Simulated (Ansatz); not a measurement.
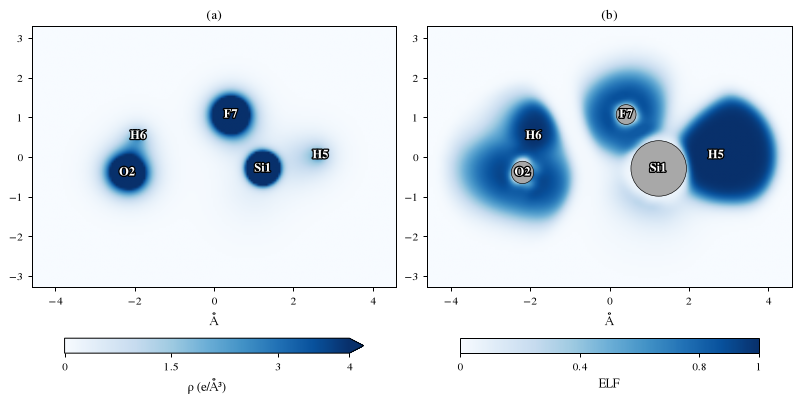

Figure. Cl$_{2}$FHSi···H$_{2}$O. (a) total electron density; (b) ELF on the plane of atoms H5, Si1 and F7. Grey discs cover the atomic cores in the ELF map.

The product side of a reaction path; geometry: PBE0-D4/def2-TZVP.

Method: Ansatz, RKS PBE0-D4/def2-TZVPP.

Input

```
crystal:
  periodic: [false, false, false]
  atoms:
    - {symbol: Si, position_ang: [-1.032570, -0.399952, -0.695523]}
    - {symbol: O, position_ang: [1.865981, 0.589915, 0.860818]}
    - {symbol: Cl, position_ang: [0.414513, -1.119025, -1.899649]}
    - {symbol: Cl, position_ang: [-1.060995, -1.365626, 1.087651]}
    - {symbol: H, position_ang: [-2.343445, -0.536066, -1.341594]}
    - {symbol: H, position_ang: [1.349249, 1.378379, 0.676735]}
    - {symbol: F, position_ang: [-0.780466, 1.143633, -0.423902]}
    - {symbol: H, position_ang: [1.587632, 0.308842, 1.735465]}
basis:
  gaussian: {orbitals: def2-TZVPP}
hamiltonian: {xc: pbe0, dispersion: d4}
output: {orbitals: {seedname: orbitals}}
```

Launched as:

```sh
ansatz run in.yaml --threads 4 --pin off --events-out ev --progress --plain --max-ram 9574MiB
```

### Describe what can be read from this map.

The section cuts through Si, O, H and F sites. F7···H6 (2.41 Å): the density falls to about 0.05 e/Å³ on the way; the ELF dips to about 0 between them (by its geometry a hydrogen bond between the two molecules, with no shared pair). Si–F (1.59 Å): the density is about 1.2 e/Å³ at the midpoint; the ELF peaks at about 0.85 in the valence shell of F, 0.6 Å from its nucleus, and is about 0.45 at the midpoint. O–H (0.96 Å): the density is about 3.8 e/Å³ at the midpoint; the ELF climbs to about 1 towards the hydrogen, as it does in any bond to H: an ordinary covalent bond to hydrogen. Si–H (1.47 Å): ρ at the midpoint is about 0.89 e/Å³; the ELF climbs to about 1 towards the hydrogen. The ELF also peaks beside O2 and F7, away from the bonds: lone-pair regions.
